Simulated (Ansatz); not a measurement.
# CH₃AlBF: a spread of methods and bases

Aim: run CH₃AlBF under a spread of inputs, and see what each costs and gives.

Program: Ansatz 0.2.0, Gaussian basis. Level of theory: the settings change from run to run. These are calculated values, not measurements.

## 1. The relaxed structure

The structure was relaxed beforehand with PBE0-D4 in a triple-zeta def2 set.

SMILES `F[B]1[CH2][AlH]1`, 7 atoms, charge 0, spin multiplicity 1.

Atoms are counted from 1 here; the program's logs count them from 0.

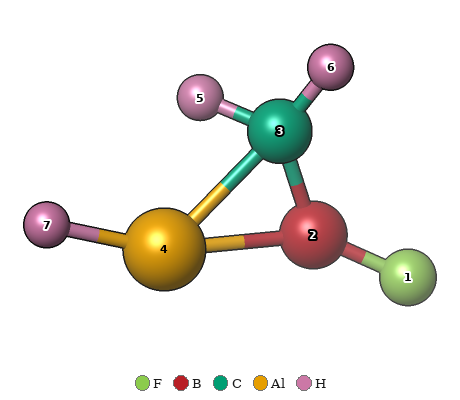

The structure; fluorine green, boron red, carbon teal, aluminium amber, hydrogen pink; atoms are numbered from 1 in the order of the file.

Coordinates:

```
F    -0.8180   -1.9648    1.1515
B    -0.3631   -1.0310    0.3299
C     0.5002    0.1444    0.5665
Al   -0.6874    0.2311   -1.1588
H     1.0237    0.6871   -0.2479
H     0.9607    0.4413    1.5088
H    -0.5551    1.4239   -2.1955
```

## 2. PBE0-DH/x2c-TZVPPall

Set apart from the defaults: density fitting with cc-pVTZ-jkfit.

in.yaml reads:

```yaml
crystal:
  periodic: [false, false, false]
  atoms:
    - {symbol: F, position_ang: [-0.817965, -1.964801, 1.151545]}
    - {symbol: B, position_ang: [-0.363069, -1.031049, 0.329859]}
    - {symbol: C, position_ang: [0.500238, 0.144448, 0.566516]}
    - {symbol: Al, position_ang: [-0.687351, 0.231133, -1.158816]}
    - {symbol: H, position_ang: [1.023733, 0.687062, -0.247890]}
    - {symbol: H, position_ang: [0.960724, 0.441293, 1.508779]}
    - {symbol: H, position_ang: [-0.555111, 1.423915, -2.195492]}
basis:
  gaussian: {orbitals: x2c-TZVPPall, fitting: {mean_field: cc-pVTZ-jkfit}}
hamiltonian: {xc: {name: PBE0-DH}}
```

Started as:

```sh
> ansatz run in.yaml --threads 2 --pin off --events-out ev --progress --plain --max-ram 4352MiB
```

What it wrote:

```text
Functional definition: PBE0-DH
  name "PBE0-DH"
  cite "Brémond & Adamo, J. Chem. Phys. 135, 024106 (2011) doi:10.1063/1.3604569"
  cite "Perdew, Burke & Ernzerhof, Phys. Rev. Lett. 77, 3865 (1996) doi:10.1103/PhysRevLett.77.3865"
  parameter a = 1/2
  parameter c = 1/8
  exchange = (1 - a)*pbe_x + a*exact_x
  correlation = (1 - c)*pbe_c + c*(mp2_os + mp2_ss)
448 factors; integrals over basis functions are off by at most 8.3e-1 eV
mean field evaluation 1: about -11074.8809 eV, gradient 5.1e1 eV
mean field evaluation 2: about -11074.8794 eV, gradient 5.1e1 eV
mean field evaluation 4: about -11081.0592 eV, gradient 5.8e0 eV
mean field evaluation 8: about -11081.1866 eV, gradient 5.3e-2 eV
mean field evaluation 16: about -11081.1868 eV, gradient 2.0e-5 eV
mean field -11081.18682212 eV, -407.2261046149 hartree, gradient 8.2e-6 eV, S^2 0.000000; 0 other end points of the search recorded, 0 dependent functions left out
8 core orbitals not correlated: weight in the atoms' cores, before any rotation towards them, 1.000 or more for the frozen orbitals, at most 0.000 for the correlated occupied ones
reference -11081.18684287 eV, -407.2261053772 hartree; 10, 10 occupied and 159, 159 virtual orbitals, 448 factors
second order -19.82331539 eV of doubles, -0.00000000 eV of singles
Total energy: -11083.66475729 eV, -407.3171670526 hartree
Relativity: scalar
```

Run time: 2.4 s. Hardware: 2 threads of Arm Neoverse V2, shared host.

## 3. PBE0/cc-pVDZ

This run has multiplicity 3, D3(BJ) with three-body dispersion.

Changes to in.yaml since step 2:

```diff
@@ -11,3 +11,5 @@
 basis:
-  gaussian: {orbitals: x2c-TZVPPall, fitting: {mean_field: cc-pVTZ-jkfit}}
-hamiltonian: {xc: {name: PBE0-DH}}
+  gaussian: {orbitals: cc-pVDZ}
+magnetization: {spin_polarized: true, initial_magnetization: 2}
+hamiltonian: {xc: {name: PBE0}, dispersion: d3bjatm}
+output: {forces: true}
```

Same command.

What it wrote (excerpt; [...] marks lines left out):

```text
Functional definition: PBE0
  name "PBE0"
  cite "Adamo & Barone, J. Chem. Phys. 110, 6158 (1999) doi:10.1063/1.478522"
  cite "Perdew, Burke & Ernzerhof, Phys. Rev. Lett. 77, 3865 (1996) doi:10.1103/PhysRevLett.77.3865"
  parent pbe
[...]
701 factors; integrals over basis functions are off by at most 1.0e-3 eV
[...]
mean field -11064.62535242 eV, -406.6174818290 hartree, gradient 1.4e-5 eV, S^2 2.007268; 4 other end points of the search recorded, 0 dependent functions left out
[...]
reference -11064.62538349 eV, -406.6174829707 hartree; 19, 17 occupied and 56, 58 virtual orbitals, 701 factors
Total energy: -11064.72048448 eV, -406.6209778676 hartree
Atom 0 at    -0.817965    -1.964801     1.151545 Å, force    -0.268194    -0.129015    -0.510071 eV/Å
Atom 1 at    -0.363069    -1.031049     0.329859 Å, force     1.433607    -1.170720     1.846061 eV/Å
Atom 2 at     0.500238     0.144448     0.566516 Å, force     1.182153    -0.210827    -0.903023 eV/Å
Atom 3 at    -0.687351     0.231133    -1.158816 Å, force    -2.363315     1.936098    -0.955106 eV/Å
Atom 4 at     1.023733     0.687062    -0.247890 Å, force     0.472239    -0.420738     0.196888 eV/Å
Atom 5 at     0.960724     0.441293     1.508779 Å, force    -0.955075     0.409012     0.624709 eV/Å
Atom 6 at    -0.555111     1.423915    -2.195492 Å, force     0.498584    -0.413811    -0.299457 eV/Å
Dipole moment:     0.363047    -0.002575    -0.071527 e Å
```

It took 4.2 s on 2 threads of Arm Neoverse V2, shared host.

Largest force 3.201 eV/Å, dipole 1.78 D, ⟨S²⟩ 2.007.

## 4. MP2/def2-TZVPD

Set apart from the defaults: the search for lower states set to light.

Changes to in.yaml since step 3:

```diff
@@ -11,5 +11,5 @@
 basis:
-  gaussian: {orbitals: cc-pVDZ}
-magnetization: {spin_polarized: true, initial_magnetization: 2}
-hamiltonian: {xc: {name: PBE0}, dispersion: d3bjatm}
-output: {forces: true}
+  gaussian: {orbitals: def2-TZVPD}
+hamiltonian: {xc: {name: HF}}
+correlation: {method: mp2}
+scf: {lower_state_search: light}
```

Launched as before.

What it wrote:

```text
Functional definition: HF
  name "HF"
  cite "Fock, Z. Phys. 61, 126 (1930) doi:10.1007/BF01340294"
  parent pbe
  exchange = exact_x
  correlation = 0
1219 factors; integrals over basis functions are off by at most 9.8e-4 eV
mean field evaluation 1: about -11035.6858 eV, gradient 3.8e1 eV
mean field evaluation 2: about -11035.7473 eV, gradient 3.8e1 eV
mean field evaluation 4: about -11039.6043 eV, gradient 3.3e0 eV
mean field evaluation 8: about -11039.6718 eV, gradient 2.0e-1 eV
mean field -11039.67228213 eV, -405.7004734096 hartree, gradient 1.6e-6 eV, S^2 0.000000; 0 other end points of the search recorded, 0 dependent functions left out
8 core orbitals not correlated: weight in the atoms' cores, before any rotation towards them, 1.000 or more for the frozen orbitals, at most 0.000 for the correlated occupied ones
reference -11039.67228213 eV, -405.7004734096 hartree; 10, 10 occupied and 166, 166 virtual orbitals, 1219 factors
second order -15.98118475 eV of doubles, -0.00000000 eV of singles
Total energy: -11055.65346688 eV, -406.2877711169 hartree
```

It took 2.3 s on 2 threads of Arm Neoverse V2, shared host; peak memory 0.38 GiB.

## 5. B97/cc-pVDZ

Changes to in.yaml since step 4:

```diff
@@ -11,5 +11,4 @@
 basis:
-  gaussian: {orbitals: def2-TZVPD}
-hamiltonian: {xc: {name: HF}}
-correlation: {method: mp2}
-scf: {lower_state_search: light}
+  gaussian: {orbitals: cc-pVDZ}
+hamiltonian: {xc: {name: B97}}
+output: {forces: true}
```

Launched as before.

What it wrote (excerpt; [...] marks lines left out):

```text
Functional definition: B97
  name "B97"
  cite "Becke, J. Chem. Phys. 107, 8554 (1997) doi:10.1063/1.475007"
[...]
      + integral(e_c_pw_opposite_spin*poly(b97_u_opposite, cos0, cos1, cos2))
701 factors; integrals over basis functions are off by at most 1.0e-3 eV
[...]
mean field -11073.18981011 eV, -406.9322198440 hartree, gradient 2.7e-5 eV, S^2 0.000000; 0 other end points of the search recorded, 0 dependent functions left out
[...]
reference -11073.18983382 eV, -406.9322207154 hartree; 18, 18 occupied and 57, 57 virtual orbitals, 701 factors
Total energy: -11073.18983382 eV, -406.9322207154 hartree
Atom 0 at    -0.817965    -1.964801     1.151545 Å, force    -0.284758    -0.569573     0.483040 eV/Å
Atom 1 at    -0.363069    -1.031049     0.329859 Å, force     0.118060     0.147098    -0.364509 eV/Å
Atom 2 at     0.500238     0.144448     0.566516 Å, force     0.083962     0.044212     0.190235 eV/Å
Atom 3 at    -0.687351     0.231133    -1.158816 Å, force    -0.298695     0.026872    -0.391066 eV/Å
Atom 4 at     1.023733     0.687062    -0.247890 Å, force     0.191865     0.150077    -0.171621 eV/Å
Atom 5 at     0.960724     0.441293     1.508779 Å, force     0.175675     0.100253     0.334590 eV/Å
Atom 6 at    -0.555111     1.423915    -2.195492 Å, force     0.013891     0.101062    -0.080668 eV/Å
Dipole moment:     0.033205     0.359293    -0.262173 e Å
```

Run time: 2.8 s. Hardware: 2 threads of Arm Neoverse V2, shared host.

Largest force 0.799 eV/Å, dipole 2.14 D.

## 6. r2SCAN0/cc-pVTZ

Set apart from the defaults: atoms shaken by 0.08 Å, density fitting with cc-pVTZ-jkfit, D3(BJ) dispersion, the search for lower states set to full.

in.yaml reads:

```yaml
crystal:
  periodic: [false, false, false]
  atoms:
    - {symbol: F, position_ang: [-0.683064, -1.887792, 1.173181]}
    - {symbol: B, position_ang: [-0.471186, -0.968128, 0.479845]}
    - {symbol: C, position_ang: [0.366492, 0.024741, 0.562868]}
    - {symbol: Al, position_ang: [-0.756681, 0.099804, -1.040873]}
    - {symbol: H, position_ang: [1.002801, 0.815611, -0.248371]}
    - {symbol: H, position_ang: [0.969384, 0.520475, 1.536018]}
    - {symbol: H, position_ang: [-0.518672, 1.527858, -2.241155]}
basis:
  gaussian: {orbitals: cc-pVTZ, fitting: {mean_field: cc-pVTZ-jkfit}}
hamiltonian: {xc: {name: r2SCAN0}, dispersion: d3bj}
scf: {lower_state_search: full}
```

The command is unchanged.

What it wrote (excerpt; [...] marks lines left out):

```text
Warning: the engine holds no damping parameters fitted to this dispersion correction and functional, so the run takes those fitted to r2scan0 beside the three-body term, which d3bj leaves out (hamiltonian.dispersion, under Limitations)
Functional definition: r2SCAN0
  name "r2SCAN0"
  cite "Bursch, Neugebauer, Ehlert & Grimme, J. Chem. Phys. 156, 134105 (2022) doi:10.1063/5.0086040"
  cite "Furness, Kaplan, Ning, Perdew & Sun, J. Phys. Chem. Lett. 11, 8208 (2020) doi:10.1021/acs.jpclett.0c02405"
  cite "Furness, Kaplan, Ning, Perdew & Sun, J. Phys. Chem. Lett. 11, 9248 (2020) doi:10.1021/acs.jpclett.0c03077"
  parent r2scan
[...]
448 factors; integrals over basis functions are off by at most 8.2e-1 eV
[...]
mean field -11070.83167122 eV, -406.8455598382 hartree, gradient 4.3e-5 eV, S^2 0.000000; 0 other end points of the search recorded, 0 dependent functions left out
reference -11070.83168131 eV, -406.8455602087 hartree; 18, 18 occupied and 148, 148 virtual orbitals, 448 factors
Total energy: -11070.86639237 eV, -406.8468358169 hartree
```

It took 3.1 s on 2 threads of Arm Neoverse V2, shared host.

## 7. B2PLYP/6-31G*

Set apart from the defaults: atoms shaken by 0.15 Å, the search for lower states set to light.

in.yaml reads:

```yaml
crystal:
  periodic: [false, false, false]
  atoms:
    - {symbol: F, position_ang: [-0.521272, -2.237998, 1.285692]}
    - {symbol: B, position_ang: [-0.363681, -1.232227, 0.274712]}
    - {symbol: C, position_ang: [0.618278, 0.518296, 0.374966]}
    - {symbol: Al, position_ang: [-0.624546, 0.117979, -1.156304]}
    - {symbol: H, position_ang: [0.946879, 0.682596, -0.113831]}
    - {symbol: H, position_ang: [0.985464, 0.419981, 1.677896]}
    - {symbol: H, position_ang: [-0.626388, 1.212650, -2.277213]}
basis:
  gaussian: {orbitals: "6-31G*"}
hamiltonian: {xc: {name: B2PLYP}}
scf: {lower_state_search: light}
output: {forces: true}
```

Same command.

What it wrote (excerpt; [...] marks lines left out):

```text
Functional definition: B2PLYP
  name "B2PLYP"
  cite "Grimme, J. Chem. Phys. 124, 034108 (2006) doi:10.1063/1.2148954"
  cite "Becke, Phys. Rev. A 38, 3098 (1988) doi:10.1103/PhysRevA.38.3098"
  cite "Lee, Yang & Parr, Phys. Rev. B 37, 785 (1988) doi:10.1103/PhysRevB.37.785"
[...]
671 factors; integrals over basis functions are off by at most 8.7e-4 eV
[...]
mean field -11047.63185378 eV, -405.9929822725 hartree, gradient 2.3e-6 eV, S^2 0.000000; 1 other end points of the search recorded, 0 dependent functions left out
8 core orbitals not correlated: weight in the atoms' cores, before any rotation towards them, 1.000 or more for the frozen orbitals, at most 0.000 for the correlated occupied ones
reference -11047.63199581 eV, -405.9929874921 hartree; 10, 10 occupied and 52, 52 virtual orbitals, 671 factors
second order -15.51703012 eV of doubles, -0.00000000 eV of singles
[...]
Total energy: -11051.82159394 eV, -406.1469523837 hartree
Atom 0 at    -0.521272    -2.237998     1.285692 Å, force     0.570195     3.227956    -2.673147 eV/Å
Atom 1 at    -0.363681    -1.232227     0.274712 Å, force     1.036402     0.060896     1.692145 eV/Å
Atom 2 at     0.618278     0.518296     0.374966 Å, force   -47.648617   -27.834252    71.834365 eV/Å
Atom 3 at    -0.624546     0.117979    -1.156304 Å, force    -0.587569    -0.106489     1.365953 eV/Å
Atom 4 at     0.946879     0.682596    -0.113831 Å, force    47.378855    23.995645   -66.919950 eV/Å
Atom 5 at     0.985464     0.419981     1.677896 Å, force    -0.958756     0.875444    -4.926772 eV/Å
Atom 6 at    -0.626388     1.212650    -2.277213 Å, force     0.209489    -0.219200    -0.372593 eV/Å
Dipole moment:     0.040197     0.111951    -0.296663 e Å
```

Run time: 3 s. Hardware: 2 threads of Arm Neoverse V2, shared host.

Largest force 90.583 eV/Å, dipole 1.54 D.

## 8. wPBEh/6-31++G**

Options: multiplicity 3, a point charge of 1.00 e beside it.

in.yaml reads:

```yaml
crystal:
  periodic: [false, false, false]
  atoms:
    - {symbol: F, position_ang: [-0.817965, -1.964801, 1.151545]}
    - {symbol: B, position_ang: [-0.363069, -1.031049, 0.329859]}
    - {symbol: C, position_ang: [0.500238, 0.144448, 0.566516]}
    - {symbol: Al, position_ang: [-0.687351, 0.231133, -1.158816]}
    - {symbol: H, position_ang: [1.023733, 0.687062, -0.247890]}
    - {symbol: H, position_ang: [0.960724, 0.441293, 1.508779]}
    - {symbol: H, position_ang: [-0.555111, 1.423915, -2.195492]}
basis:
  gaussian: {orbitals: "6-31++G**", point_charges: [{charge: 1.00, position_ang: [5.314, 0.860, -0.771]}]}
magnetization: {spin_polarized: true, initial_magnetization: 2}
hamiltonian: {xc: {name: wPBEh}}
```

The command is unchanged.

What it wrote (excerpt; [...] marks lines left out):

```text
Functional definition: wPBEh
  name "wPBEh"
  cite "Heyd, Scuseria & Ernzerhof, J. Chem. Phys. 118, 8207 (2003) doi:10.1063/1.1564060"
  cite "Krukau, Vydrov, Izmaylov & Scuseria, J. Chem. Phys. 125, 224106 (2006) doi:10.1063/1.2404663"
  cite "Heyd & Scuseria, J. Chem. Phys. 120, 7274 (2004) doi:10.1063/1.1668634"
  cite "Ernzerhof & Perdew, J. Chem. Phys. 109, 3313 (1998) doi:10.1063/1.476928"
  cite "Perdew, Burke & Ernzerhof, Phys. Rev. Lett. 77, 3865 (1996) doi:10.1103/PhysRevLett.77.3865"
  parent pbe
[...]
966 factors; their error is unknown
107 factors; integrals over basis functions are off by at most 7.3e-7 eV
[...]
mean field -11065.16906137 eV, -406.6374627643 hartree, gradient 2.2e-5 eV, S^2 2.006469; 6 other end points of the search recorded, 0 dependent functions left out
reference -11065.16913864 eV, -406.6374656041 hartree; 19, 17 occupied and 79, 81 virtual orbitals, 966 factors
Total energy: -11065.16913864 eV, -406.6374656041 hartree
```

It took 5.5 s on 2 threads of Arm Neoverse V2, shared host.

⟨S²⟩ 2.006.

## 9. wB97M-V/ANO-RCC-VTZP

This run has high accuracy.

Changes to in.yaml since step 8:

```diff
@@ -11,4 +11,4 @@
 basis:
-  gaussian: {orbitals: "6-31++G**", point_charges: [{charge: 1.00, position_ang: [5.314, 0.860, -0.771]}]}
-magnetization: {spin_polarized: true, initial_magnetization: 2}
-hamiltonian: {xc: {name: wPBEh}}
+  gaussian: {orbitals: ANO-RCC-VTZP}
+hamiltonian: {xc: {name: wB97M-V}}
+accuracy: high
```

Same command.

What it wrote (excerpt; [...] marks lines left out):

```text
Functional definition: wB97M-V
  name "wB97M-V"
  cite "Mardirossian & Head-Gordon, J. Chem. Phys. 144, 214110 (2016) doi:10.1063/1.4952647"
  cite "Becke, J. Chem. Phys. 107, 8554 (1997) doi:10.1063/1.475007"
  cite "Vydrov & Van Voorhis, J. Chem. Phys. 133, 244103 (2010) doi:10.1063/1.3521275"
  # Of w^i u^j: cxij and so on, Table III.
[...]
  gx(w, u) = 1 - cx + cx01*u + cx10*w
  gss(w, u) = css00 + css04*u^4 + css10*w + css20*w^2 + css43*w^4*u^3
  gos(w, u) = cos00 + cos10*w + (cos20 + cos21*u)*w^2 + (cos60 + cos61*u)*w^6
[...]
      + integral(e_c_pw_mod_opposite_spin*gos(b97_w_opposite, b97_u_opposite)) + vv10(b, c)
3112 factors; integrals over basis functions are off by at most 3.4e-9 eV
512 factors; integrals over basis functions are off by at most 1.7e-9 eV
[...]
mean field -11090.54428582 eV, -407.5699850631 hartree, gradient 5.8e-8 eV, S^2 0.000000; 0 other end points of the search recorded, 0 dependent functions left out
reference -11090.54429308 eV, -407.5699853297 hartree; 18, 18 occupied and 148, 148 virtual orbitals, 3112 factors
Total energy: -11090.54429308 eV, -407.5699853297 hartree
Relativity: scalar
```

Run time: 1.7 min. Hardware: 2 threads of Arm Neoverse V2, shared host; peak memory 1.2 GiB.

## 10. RPA/aug-cc-pVTZ

This run has atoms shaken by 0.15 Å, density fitting with cc-pVTZ-jkfit, high accuracy.

in.yaml reads:

```yaml
crystal:
  periodic: [false, false, false]
  atoms:
    - {symbol: F, position_ang: [-0.662853, -1.794304, 1.176065]}
    - {symbol: B, position_ang: [-0.141068, -0.976995, 0.575181]}
    - {symbol: C, position_ang: [0.571501, -0.115939, 0.714489]}
    - {symbol: Al, position_ang: [-0.714741, 0.058339, -1.205022]}
    - {symbol: H, position_ang: [1.118264, 0.750150, -0.191848]}
    - {symbol: H, position_ang: [1.118589, 0.654674, 1.413159]}
    - {symbol: H, position_ang: [-0.485201, 1.506867, -2.220203]}
basis:
  gaussian: {orbitals: aug-cc-pVTZ, fitting: {mean_field: cc-pVTZ-jkfit}}
hamiltonian: {xc: {name: HF}}
correlation: {method: rpa}
accuracy: high
```

Same command.

What it wrote:

```text
Functional definition: HF
  name "HF"
  cite "Fock, Z. Phys. 61, 126 (1930) doi:10.1007/BF01340294"
  parent pbe
  exchange = exact_x
  correlation = 0
448 factors; integrals over basis functions are off by at most 8.2e-1 eV
mean field evaluation 1: about -11026.0021 eV, gradient 5.2e1 eV
mean field evaluation 2: about -11029.4452 eV, gradient 3.7e1 eV
mean field evaluation 4: about -11033.1945 eV, gradient 1.3e0 eV
mean field evaluation 8: about -11033.2035 eV, gradient 1.2e-8 eV
mean field -11033.20347631 eV, -405.4627491805 hartree, gradient 1.2e-8 eV, S^2 0.000000; 1 other end points of the search recorded, 0 dependent functions left out; unrestricted orbitals would lower it
8 core orbitals not correlated: weight in the atoms' cores, before any rotation towards them, 1.000 or more for the frozen orbitals, at most 0.000 for the correlated occupied ones
reference -11033.20347631 eV, -405.4627491805 hartree; 10, 10 occupied and 239, 239 virtual orbitals, 448 factors
Total energy: -11052.87504665 eV, -406.1856660568 hartree
```

Run time: 2.1 s. Hardware: 2 threads of Arm Neoverse V2, shared host.

## 11. All runs side by side

```
               level  charge  multiplicity               geometry  functions  energy (eV)     time
PBE0-DH/x2c-TZVPPall       0             1                relaxed        177   -11083.665    2.4 s
        PBE0/cc-pVDZ       0             3                relaxed         75   -11064.720    4.2 s
      MP2/def2-TZVPD       0             1                relaxed        184   -11055.653    2.3 s
         B97/cc-pVDZ       0             1                relaxed         75   -11073.190    2.8 s
     r2SCAN0/cc-pVTZ       0             1                 shaken        166   -11070.866    3.1 s
       B2PLYP/6-31G*       0             1                 shaken         70   -11051.822      3 s
     wPBEh/6-31++G**       0             3  relaxed, point charge         98   -11065.169    5.5 s
wB97M-V/ANO-RCC-VTZP       0             1                relaxed        166   -11090.544  1.7 min
     RPA/aug-cc-pVTZ       0             1                 shaken        257   -11052.875    2.1 s
```

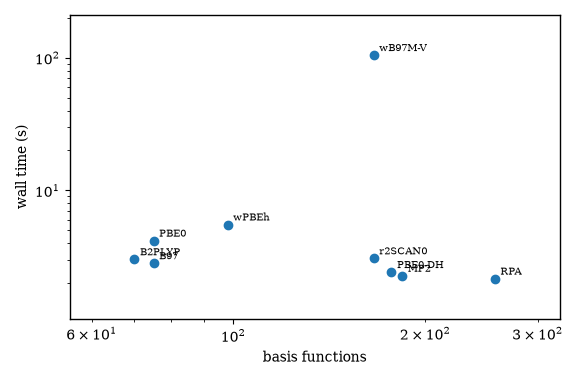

Wall time against the number of basis functions (shared host).

## 12. Summary of results

| quantity | value |
| --- | --- |
| runs | 9 |
| quickest | RPA/aug-cc-pVTZ, 2.1 s |
| slowest | wB97M-V/ANO-RCC-VTZP, 1.7 min |
| spread of total energies, same state and geometry | 34.9 eV |

**Reading.** wB97M-V/ANO-RCC-VTZP took 49 times as long as RPA/aug-cc-pVTZ. The jobs differ in tasks and options as well as level. Total energies at one charge and spin differ by 35 eV between levels, so only differences within one level mean anything. Some of these runs are scalar-relativistic and others not, which shifts the totals of all-electron atoms past neon by eV; core potentials, where a basis has them, take the core out of the total altogether. At the PBE0-D4/def2-TZVP geometry and in the same state, runs without warnings or point charges leave forces up to 0.80 eV/Å (B97/cc-pVDZ), against 90.6 eV/Å where the atoms were moved.
